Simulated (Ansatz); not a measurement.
**AlSiH (triplet): correlated methods under varied settings at a displaced geometry (v1)**

Aim: run AlSiH (triplet) at one geometry under a spread of methods and options, and see what each costs and gives.

Method: the settings change from run to run; program: Ansatz 0.2.0, Gaussian basis.

21 further runs of the same task are left out: 7 that didn't finish, 14 set aside as unsound or not needed. Runs told in other sessions of the task aren't counted.

### 1 What is computed

The geometry is a PBE0/def2-TZVP stationary point (not a proven minimum) with its atoms shifted at random (size 0.040 Å).

3 atoms, charge 0, spin multiplicity 3.

Atoms are counted from 1 here; the program's logs count them from 0.

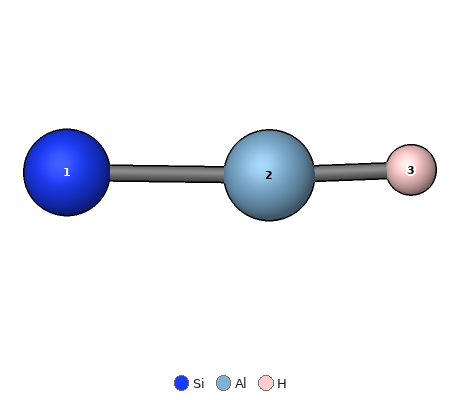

The geometry (silicon blue, aluminium light blue, hydrogen pink); atoms are numbered from 1 in the order of the file.

### 2 CASCI(4,5)/6-31G

Contents of in.yaml:

```yaml
crystal:
  periodic: [false, false, false]
  atoms:
    - {symbol: Si, position_ang: [-0.015433, -0.009008, 2.110240]}
    - {symbol: Al, position_ang: [-0.016266, -0.025151, -0.234380]}
    - {symbol: H, position_ang: [0.031698, 0.034159, -1.875860]}
basis:
  gaussian: {orbitals: 6-31G}
magnetization: {spin_polarized: false, initial_magnetization: 2}
correlation: {active_space: {window: {electrons: 4, orbitals: 5}, fixed_orbitals: true, states: [{multiplicity: 3, weights: [1, 1]}, {multiplicity: 5, weights: [1]}]}}
output: {forces: true}
```

Launch:

```
> ansatz run in.yaml --threads 1 --pin off --events-out ev --progress --plain --max-ram 2393MiB
```

The program printed:

```text
Functional definition: HF
  name "HF"
  cite "Fock, Z. Phys. 61, 126 (1930) doi:10.1007/BF01340294"
  parent pbe
  exchange = exact_x
  correlation = 0
543 factors; integrals over basis functions are off by at most 6.2e-8 eV
mean field evaluation 1: about -14456.6576 eV, gradient 6.5e0 eV
mean field evaluation 2: about -14456.6604 eV, gradient 6.5e0 eV
mean field evaluation 4: about -14456.9941 eV, gradient 6.3e-1 eV
mean field evaluation 8: about -14456.9967 eV, gradient 7.5e-4 eV
mean field evaluation 16: about -14456.7485 eV, gradient 1.9e0 eV
mean field -14456.99671403 eV, -531.2848299361 hartree, gradient 4.4e-6 eV, S^2 2.000000; 2 other end points of the search recorded, 0 dependent functions left out
reference -14456.99671403 eV, -531.2848299361 hartree; 15, 13 occupied and 13, 15 virtual orbitals, 543 factors
state -14457.14072525 eV, -531.2901222508 hartree
state -14455.56557303 eV, -531.2322364744 hartree
state -14454.32823641 eV, -531.1867651925 hartree
the calculation of the forces begins
Total energy: -14455.67817823 eV, -531.2363746392 hartree
Atom 0 at    -0.015433    -0.009008     2.110240 Å, force     0.087087     0.129206     0.398419 eV/Å
Atom 1 at    -0.016266    -0.025151    -0.234380 Å, force    -0.186055    -0.278651    -1.261597 eV/Å
Atom 2 at     0.031698     0.034159    -1.875860 Å, force     0.098968     0.149446     0.863178 eV/Å
Dipole moment:     0.032926     0.046805    -0.170469 e Å
```

Wall time 0.72 s (1 thread of Arm Neoverse V1, shared host).

From the report: 48 determinants; active occupations (of the averaged states) 1.33, 1.27, 0.99, 0.35, 0.06.

### 3 MRCISD+Q(4,3)/STO-3G

Contents of in.yaml:

```yaml
crystal:
  periodic: [false, false, false]
  atoms:
    - {symbol: Si, position_ang: [-0.015433, -0.009008, 2.110240]}
    - {symbol: Al, position_ang: [-0.016266, -0.025151, -0.234380]}
    - {symbol: H, position_ang: [0.031698, 0.034159, -1.875860]}
basis:
  gaussian: {orbitals: STO-3G}
magnetization: {spin_polarized: false, initial_magnetization: 2}
correlation: {method: fic_mrcisd_q, electrons: valence, active_space: {window: {electrons: 4, orbitals: 3}, states: [{multiplicity: 3, weights: [0.5, 0.5, 0.5]}]}}
```

Launched as before.

The program printed (excerpt; [...] marks lines left out):

```text
Functional definition: HF
  name "HF"
  cite "Fock, Z. Phys. 61, 126 (1930) doi:10.1007/BF01340294"
  parent pbe
[...]
305 factors; integrals over basis functions are off by at most 2.5e-8 eV
[...]
mean field -14286.33163651 eV, -525.0130040183 hartree, gradient 2.1e-6 eV, S^2 2.000000; 2 other end points of the search recorded, 0 dependent functions left out
reference -14286.33163651 eV, -525.0130040183 hartree; 15, 13 occupied and 4, 6 virtual orbitals, 305 factors
state -14286.14947032 eV, -525.0063095345 hartree
state -14281.99803883 eV, -524.8537472411 hartree
state -14281.99583196 eV, -524.8536661400 hartree
contracted CI cycle   1: correlation 0.00000000 eV, 0.0000000000 hartree, residual 7.40e0 eV
contracted CI cycle   2: correlation -1.81464406 eV, -0.0666869393 hartree, residual 1.71e0 eV
[...]
contracted CI cycle   7: correlation -3.02472424 eV, -0.1111565655 hartree, residual 7.06e-2 eV
contracted CI cycle   8: correlation -3.02498564 eV, -0.1111661718 hartree, residual 3.42e-2 eV
contracted CI cycle   9: correlation -3.02504957 eV, -0.1111685213 hartree, residual 1.77e-2 eV
contracted CI cycle  10: correlation -3.02506717 eV, -0.1111691682 hartree, residual 1.01e-2 eV
contracted CI cycle  11: correlation -3.02507498 eV, -0.1111694552 hartree, residual 6.68e-3 eV
contracted CI cycle  12: correlation -3.02507740 eV, -0.1111695438 hartree, residual 2.78e-3 eV
contracted CI cycle  13: correlation -3.02507774 eV, -0.1111695563 hartree, residual 1.11e-3 eV
contracted CI cycle  14: correlation -3.02507782 eV, -0.1111695593 hartree, residual 5.81e-4 eV
contracted CI cycle  15: correlation -3.02507784 eV, -0.1111695600 hartree, residual 2.93e-4 eV
state -14281.99583196 eV, -524.8536661400 hartree; corrected -14285.87591424 eV, -524.9962565339 hartree
Total energy: -14286.68888048 eV, -525.0261324920 hartree
```

It took 0.48 s on 1 thread of Arm Neoverse V1, shared host.

From the report: 4 determinants; active occupations (of the averaged states) 1.33, 1.33, 1.33.

### 4 CASSCF(4,5)/6-31G

Contents of in.yaml:

```yaml
crystal:
  periodic: [false, false, false]
  atoms:
    - {symbol: Si, position_ang: [-0.015433, -0.009008, 2.110240]}
    - {symbol: Al, position_ang: [-0.016266, -0.025151, -0.234380]}
    - {symbol: H, position_ang: [0.031698, 0.034159, -1.875860]}
basis:
  gaussian: {orbitals: 6-31G, fitting: {mean_field: def2-universal-jkfit}}
magnetization: {spin_polarized: false, initial_magnetization: 2}
correlation: {active_space: {window: {electrons: 4, orbitals: 5}}}
accuracy: high
output: {forces: true}
```

Launched as before.

The program printed (excerpt; [...] marks lines left out):

```text
Functional definition: HF
  name "HF"
  cite "Fock, Z. Phys. 61, 126 (1930) doi:10.1007/BF01340294"
  parent pbe
[...]
274 factors; integrals over basis functions are off by at most 9.6e-2 eV
[...]
mean field -14456.99671426 eV, -531.2848299448 hartree, gradient 4.1e-8 eV, S^2 2.000000; 2 other end points of the search recorded, 0 dependent functions left out
reference -14456.99671426 eV, -531.2848299448 hartree; 15, 13 occupied and 13, 15 virtual orbitals, 274 factors
state -14457.52329644 eV, -531.3041814830 hartree
[...]
Total energy: -14457.52329644 eV, -531.3041814830 hartree
Atom 0 at    -0.015433    -0.009008     2.110240 Å, force     0.020444     0.037278     1.184305 eV/Å
Atom 1 at    -0.016266    -0.025151    -0.234380 Å, force    -0.037442    -0.064530    -1.581411 eV/Å
Atom 2 at     0.031698     0.034159    -1.875860 Å, force     0.016997     0.027251     0.397106 eV/Å
Dipole moment:     0.001848    -0.000436    -0.490631 e Å
```

It took 0.75 s on 1 thread of Arm Neoverse V1, shared host.

From the report: 100 determinants; active occupations 1.95, 1.00, 0.98, 0.04, 0.02.

### 5 CCSD(T)/STO-3G

Contents of in.yaml:

```yaml
crystal:
  periodic: [false, false, false]
  atoms:
    - {symbol: Si, position_ang: [-0.015433, -0.009008, 2.110240]}
    - {symbol: Al, position_ang: [-0.016266, -0.025151, -0.234380]}
    - {symbol: H, position_ang: [0.031698, 0.034159, -1.875860]}
basis:
  gaussian: {orbitals: STO-3G}
magnetization: {spin_polarized: true, initial_magnetization: 2}
hamiltonian: {xc: {name: PBE}}
correlation: {method: ccsd_t, electrons: outside_noble_gas}
```

Same command.

The program printed (excerpt; [...] marks lines left out):

```text
Functional definition: PBE
  name "PBE"
  cite "Perdew, Burke & Ernzerhof, Phys. Rev. Lett. 77, 3865 (1996) doi:10.1103/PhysRevLett.77.3865"
  parent pbe
[...]
197 factors; integrals over basis functions are off by at most 4.8e-5 eV
[...]
mean field -14305.89107817 eV, -525.7318002414 hartree, gradient 1.3e-6 eV, S^2 2.001983; 0 other end points of the search recorded, 0 dependent functions left out
10 core orbitals not correlated: weight in the atoms' cores, before any rotation towards them, 0.999 or more for the frozen orbitals, at most 0.000 for the correlated occupied ones
reference -14285.56412695 eV, -524.9847985623 hartree; 5, 3 occupied and 4, 6 virtual orbitals, 197 factors
second order -1.82510190 eV of doubles, -0.32064829 eV of singles
cycle   1  -2.24271081 eV  change   -1.2e-1 eV  update   8.4e-2
[...]
cycle  12  -2.43336625 eV  change    2.1e-6 eV  update   5.8e-6
perturbative correction -0.10284681 eV, -0.0037795504 hartree
Total energy: -14288.10034001 eV, -525.0780026730 hartree
```

Wall time 0.78 s (1 thread of Arm Neoverse V1, shared host).

From the report: ⟨S²⟩ of the determinant 2.002 (pure triplet: 2.00); correlation -2.5362 eV; T1 0.028; largest double amplitude 0.10. The orbitals are Kohn-Sham ones, so correlation energy and T1 don't compare with those on Hartree-Fock orbitals.

### 6 CCSD(T) on ROHF/6-31G*

Contents of in.yaml:

```yaml
crystal:
  periodic: [false, false, false]
  atoms:
    - {symbol: Si, position_ang: [-0.015433, -0.009008, 2.110240]}
    - {symbol: Al, position_ang: [-0.016266, -0.025151, -0.234380]}
    - {symbol: H, position_ang: [0.031698, 0.034159, -1.875860]}
basis:
  gaussian: {orbitals: "6-31G*"}
magnetization: {spin_polarized: false, initial_magnetization: 2}
correlation: {method: ccsd_t, electrons: valence}
accuracy: high
scf: {omitted_lower_state_checks: [cluster_reference]}
output: {forces: true}
```

Same command.

The program printed (excerpt; [...] marks lines left out):

```text
Functional definition: HF
  name "HF"
  cite "Fock, Z. Phys. 61, 126 (1930) doi:10.1007/BF01340294"
  parent pbe
[...]
685 factors; integrals over basis functions are off by at most 3.3e-9 eV
[...]
mean field -14457.69731520 eV, -531.3105765543 hartree, gradient 2.1e-8 eV, S^2 2.000000; 0 other end points of the search recorded, 0 dependent functions left out
10 core orbitals not correlated: weight in the atoms' cores, before any rotation towards them, 1.000 or more for the frozen orbitals, at most 0.000 for the correlated occupied ones
reference -14457.69731520 eV, -531.3105765543 hartree; 5, 3 occupied and 25, 27 virtual orbitals, 685 factors
second order -2.85137327 eV of doubles, -0.04736527 eV of singles
cycle   1  -3.41476782 eV  change   -5.1e-1 eV  update   7.8e-2
[...]
cycle  28  -3.66658529 eV  change  -2.1e-10 eV  update  5.0e-10
perturbative correction -0.16287310 eV, -0.0059854762 hartree
[...]
Total energy: -14461.52677360 eV, -531.4513065548 hartree
Atom 0 at    -0.015433    -0.009008     2.110240 Å, force    -0.002753    -0.002948     0.165829 eV/Å
Atom 1 at    -0.016266    -0.025151    -0.234380 Å, force     0.016259     0.020525    -0.490608 eV/Å
Atom 2 at     0.031698     0.034159    -1.875860 Å, force    -0.013506    -0.017577     0.324778 eV/Å
Dipole moment:    -0.002362    -0.005639    -0.345997 e Å
Checks for a lower state left out: cluster_reference
```

Wall time 3 s (1 thread of Arm Neoverse V1, shared host).

From the report: correlation -3.8295 eV; T1 0.030; largest double amplitude 0.07.

### 7 CCSDT(Q) on UHF/6-31G

Contents of in.yaml:

```yaml
crystal:
  periodic: [false, false, false]
  atoms:
    - {symbol: Si, position_ang: [-0.015433, -0.009008, 2.110240]}
    - {symbol: Al, position_ang: [-0.016266, -0.025151, -0.234380]}
    - {symbol: H, position_ang: [0.031698, 0.034159, -1.875860]}
basis:
  gaussian: {orbitals: 6-31G}
magnetization: {spin_polarized: true, initial_magnetization: 2}
correlation: {method: ccsdt_q, electrons: outside_noble_gas}
accuracy: high
```

Same command.

The program printed (excerpt; [...] marks lines left out):

```text
Functional definition: HF
  name "HF"
  cite "Fock, Z. Phys. 61, 126 (1930) doi:10.1007/BF01340294"
  parent pbe
[...]
568 factors; integrals over basis functions are off by at most 3.5e-9 eV
[...]
mean field -14457.04084262 eV, -531.2864516320 hartree, gradient 2.8e-8 eV, S^2 2.007434; 14 other end points of the search recorded, 0 dependent functions left out
determinant -14457.04084262 eV, -531.2864516320 hartree, with singles and doubles -14459.31494904 eV, -531.3700235017 hartree
determinant -14455.79456413 eV, -531.2406517423 hartree, with singles and doubles -14457.95965080 eV, -531.3202172098 hartree
determinant -14455.78580532 eV, -531.2403298618 hartree, with singles and doubles -14457.86751133 eV, -531.3168311467 hartree
determinant -14454.77699911 eV, -531.2032569175 hartree, with singles and doubles -14456.74586875 eV, -531.2756115421 hartree
[...]
determinant -14453.81014167 eV, -531.1677255621 hartree, with singles and doubles -14456.42678615 eV, -531.2638854731 hartree
determinant -14453.80208107 eV, -531.1674293406 hartree, with singles and doubles -14456.04087531 eV, -531.2497035112 hartree
determinant -14453.73906493 eV, -531.1651135401 hartree, with singles and doubles -14455.77110276 eV, -531.2397895530 hartree
10 core orbitals not correlated: weight in the atoms' cores, before any rotation towards them, 1.000 or more for the frozen orbitals, at most 0.000 for the correlated occupied ones
reference -14457.04084262 eV, -531.2864516320 hartree; 5, 3 occupied and 13, 15 virtual orbitals, 568 factors
second order -1.66416972 eV of doubles, -0.00000000 eV of singles
cycle   1  -2.03521593 eV  change   -3.7e-1 eV  update   8.7e-2
[...]
cycle  33  -2.37903258 eV  change  -1.1e-10 eV  update  6.9e-10
perturbative correction -0.00627994 eV, -0.0002307836 hartree
Total energy: -14459.42615514 eV, -531.3741102502 hartree
```

It took 4.2 s on 1 thread of Arm Neoverse V1, shared host.

From the report: ⟨S²⟩ of the determinant 2.007 (pure triplet: 2.00); correlation -2.3853 eV; T1 0.031; largest double amplitude 0.09.

### 8 CCSDT(Q)/6-31G

in.yaml: that of step 7 with these lines changed.

```diff
@@ -9,3 +9,3 @@
 magnetization: {spin_polarized: true, initial_magnetization: 2}
+hamiltonian: {xc: {name: B3LYP}}
 correlation: {method: ccsdt_q, electrons: outside_noble_gas}
-accuracy: high
```

Same command.

The program printed (excerpt; [...] marks lines left out):

```text
Functional definition: B3LYP
  name "B3LYP"
  cite "Stephens, Devlin, Chabalowski & Frisch, J. Phys. Chem. 98, 11623 (1994) doi:10.1021/j100096a001"
  cite "Becke, Phys. Rev. A 38, 3098 (1988) doi:10.1103/PhysRevA.38.3098"
  cite "Lee, Yang & Parr, Phys. Rev. B 37, 785 (1988) doi:10.1103/PhysRevB.37.785"
  cite "Vosko, Wilk & Nusair, Can. J. Phys. 58, 1200 (1980) doi:10.1139/p80-159"
[...]
543 factors; integrals over basis functions are off by at most 6.2e-8 eV
[...]
mean field -14487.55207316 eV, -532.4077186733 hartree, gradient 3.5e-6 eV, S^2 2.002052; 0 other end points of the search recorded, 0 dependent functions left out
10 core orbitals not correlated: weight in the atoms' cores, before any rotation towards them, 1.000 or more for the frozen orbitals, at most 0.000 for the correlated occupied ones
reference -14456.74219295 eV, -531.2754764592 hartree; 5, 3 occupied and 13, 15 virtual orbitals, 543 factors
second order -1.86129368 eV of doubles, -0.15996588 eV of singles
cycle   1  -2.30559332 eV  change   -2.9e-1 eV  update   7.8e-2
[...]
cycle  19  -2.59412419 eV  change   -6.1e-7 eV  update   6.6e-7
perturbative correction -0.00749304 eV, -0.0002753640 hartree
Total energy: -14459.34381018 eV, -531.3710841288 hartree
```

It took 3.1 s on 1 thread of Arm Neoverse V1, shared host.

From the report: ⟨S²⟩ of the determinant 2.002 (pure triplet: 2.00); correlation -2.6016 eV; T1 0.018; largest double amplitude 0.09. The orbitals are Kohn-Sham ones, so correlation energy and T1 don't compare with those on Hartree-Fock orbitals.

### 9 CCSD on ROHF/def2-mTZVP

Contents of in.yaml:

```yaml
crystal:
  periodic: [false, false, false]
  atoms:
    - {symbol: Si, position_ang: [-0.015433, -0.009008, 2.110240]}
    - {symbol: Al, position_ang: [-0.016266, -0.025151, -0.234380]}
    - {symbol: H, position_ang: [0.031698, 0.034159, -1.875860]}
basis:
  gaussian: {orbitals: def2-mTZVP}
magnetization: {spin_polarized: false, initial_magnetization: 2}
correlation: {method: ccsd, electrons: outside_noble_gas}
```

Launched as before.

The program printed (excerpt; [...] marks lines left out):

```text
Functional definition: HF
  name "HF"
  cite "Fock, Z. Phys. 61, 126 (1930) doi:10.1007/BF01340294"
  parent pbe
[...]
410 factors; integrals over basis functions are off by at most 9.0e-4 eV
[...]
mean field -14458.47429398 eV, -531.3391299980 hartree, gradient 2.1e-6 eV, S^2 2.000000; 2 other end points of the search recorded, 0 dependent functions left out
determinant -14458.47429398 eV, -531.3391299980 hartree, with singles and doubles -14461.98044388 eV, -531.4679786303 hartree
determinant -14456.64155194 eV, -531.2717779703 hartree, with singles and doubles -14460.37575955 eV, -531.4090075689 hartree
determinant -14456.64148964 eV, -531.2717756808 hartree, with singles and doubles -14460.37582157 eV, -531.4090098478 hartree
10 core orbitals not correlated: weight in the atoms' cores, before any rotation towards them, 1.000 or more for the frozen orbitals, at most 0.000 for the correlated occupied ones
reference -14458.47429398 eV, -531.3391299980 hartree; 5, 3 occupied and 32, 34 virtual orbitals, 410 factors
second order -2.71982051 eV of doubles, -0.04678245 eV of singles
cycle   1  -3.48640509 eV  change   -8.1e-2 eV  update   1.6e-2
[...]
cycle  11  -3.49758051 eV  change   -1.4e-6 eV  update   4.9e-6
Total energy: -14461.97187449 eV, -531.4676637109 hartree
```

Run time: 1.3 s. Hardware: 1 thread of Arm Neoverse V1, shared host.

From the report: correlation -3.4976 eV; T1 0.030; largest double amplitude 0.07.

### 10 CCSD on UHF/6-31G

Contents of in.yaml:

```yaml
crystal:
  periodic: [false, false, false]
  atoms:
    - {symbol: Si, position_ang: [-0.015433, -0.009008, 2.110240]}
    - {symbol: Al, position_ang: [-0.016266, -0.025151, -0.234380]}
    - {symbol: H, position_ang: [0.031698, 0.034159, -1.875860]}
basis:
  gaussian: {orbitals: 6-31G}
magnetization: {spin_polarized: true, initial_magnetization: 2}
hamiltonian: {pseudopotentials: {relativity: scalar}}
correlation: {method: ccsd, electrons: valence}
output: {forces: true}
```

Launched as before.

The program printed (excerpt; [...] marks lines left out):

```text
Functional definition: HF
  name "HF"
  cite "Fock, Z. Phys. 61, 126 (1930) doi:10.1007/BF01340294"
  parent pbe
[...]
313 factors; integrals over basis functions are off by at most 1.4e-4 eV
[...]
mean field -14482.66915920 eV, -532.2282748949 hartree, gradient 2.7e-6 eV, S^2 2.007351; 13 other end points of the search recorded, 0 dependent functions left out
determinant -14482.66915920 eV, -532.2282748949 hartree, with singles and doubles -14484.94436923 eV, -532.3118873213 hartree
determinant -14481.40086963 eV, -532.1816661129 hartree, with singles and doubles -14483.57013458 eV, -532.2613851295 hartree
determinant -14481.39251814 eV, -532.1813592011 hartree, with singles and doubles -14483.47774168 eV, -532.2579897529 hartree
determinant -14480.40587497 eV, -532.1451007336 hartree, with singles and doubles -14482.37563312 eV, -532.2174880105 hartree
[...]
determinant -14479.44016531 eV, -532.1096115581 hartree, with singles and doubles -14482.05724527 eV, -532.2057874727 hartree
10 core orbitals not correlated: weight in the atoms' cores, before any rotation towards them, 1.000 or more for the frozen orbitals, at most 0.000 for the correlated occupied ones
reference -14482.66915920 eV, -532.2282748949 hartree; 5, 3 occupied and 13, 15 virtual orbitals, 313 factors
second order -1.66427840 eV of doubles, -0.00000000 eV of singles
cycle   1  -2.27515605 eV  change    5.4e-5 eV  update   8.9e-4
[...]
cycle  12  -2.27493148 eV  change    1.3e-7 eV  update   5.2e-7
[...]
Total energy: -14484.94409068 eV, -532.3118770847 hartree
Relativity: scalar
Atom 0 at    -0.015433    -0.009008     2.110240 Å, force    -0.001353     0.004984     1.091769 eV/Å
Atom 1 at    -0.016266    -0.025151    -0.234380 Å, force     0.004839    -0.000132    -1.125952 eV/Å
Atom 2 at     0.031698     0.034159    -1.875860 Å, force    -0.003486    -0.004852     0.034182 eV/Å
Dipole moment:    -0.002520    -0.005951    -0.358895 e Å
```

Run time: 1.6 s. Hardware: 1 thread of Arm Neoverse V1, shared host.

From the report: ⟨S²⟩ of the determinant 2.007 (pure triplet: 2.00); correlation -2.2749 eV; T1 0.034; largest double amplitude 0.08.

### 11 All runs side by side

Where basis and cores are those of an earlier FCI/6-31G run (-14459.4268 eV), and the records show the same count of frozen orbitals and kind of state, the miss against it is given; a blank cell means that this couldn't be shown.

```csv
level,correlated,functions,energy (eV),from FCI (meV),time
"CASCI(4,5)/6-31G (mean of several states)",,28,-14455.6782,,0.72 s
"MRCISD+Q(4,3)/STO-3G (mean of several states)",valence,19,-14286.6889,,0.48 s
"CASSCF(4,5)/6-31G",,28,-14457.5233,1903.5,0.75 s
CCSD(T)/STO-3G (on PBE orbitals),outside noble gas,19,-14288.1003,,0.78 s
CCSD(T) on ROHF/6-31G*,valence,40,-14461.5268,,3 s
CCSDT(Q) on UHF/6-31G,outside noble gas,28,-14459.4262,0.6,4.2 s
CCSDT(Q)/6-31G (on B3LYP orbitals),outside noble gas,28,-14459.3438,83.0,3.1 s
CCSD on ROHF/def2-mTZVP,outside noble gas,47,-14461.9719,,1.3 s
CCSD on UHF/6-31G (relativity set),valence,28,-14484.9441,,1.6 s
```

### 12 What came out

| quantity | value |
| --- | --- |
| runs | 9 |
| quickest | MRCISD+Q(4,3)/STO-3G (mean of several states), 0.48 s |
| slowest | CCSDT(Q) on UHF/6-31G, 4.2 s |

**Reading.** Total energies in different bases, with other cores or another treatment of relativity can't be set against each other. CCSDT(Q) on UHF/6-31G took 9 times as long as MRCISD+Q(4,3)/STO-3G (mean of several states); the jobs differ in more than the method. Among the correlated runs with a miss given, it spans +1 to +83 meV. Hartree-Fock, CASSCF and CASCI lack dynamic correlation by design. Cores frozen from Kohn-Sham orbitals shift the total energy.
